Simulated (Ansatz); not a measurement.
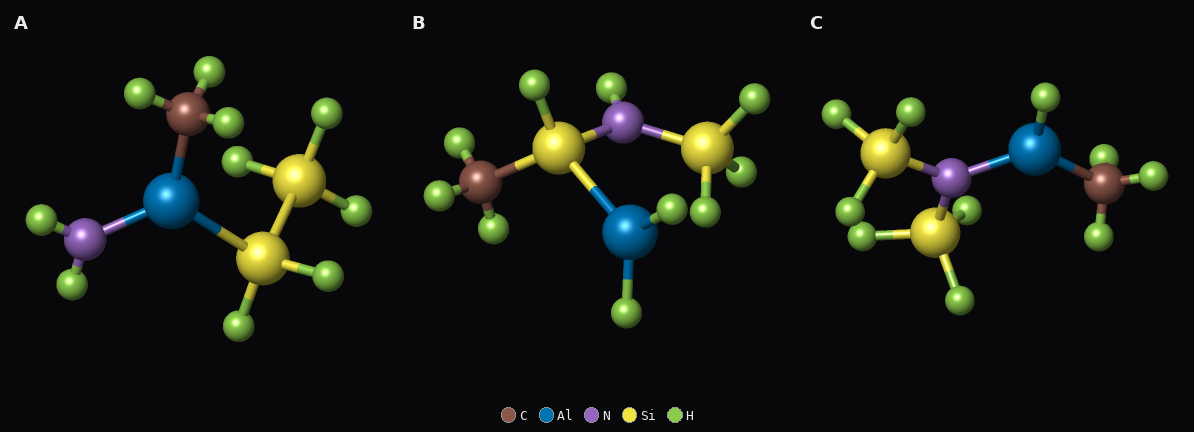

The picture comes from a calculation with Ansatz.

**Which panel belongs to which SMILES?**
(1) [CH3][AlH][N]([SiH3])[SiH3]
(2) C[Si@@H]([AlH2])N[SiH3]
(3) [CH3][Al]([NH2])[SiH2][SiH3]

A is (3), B is (2), C is (1).
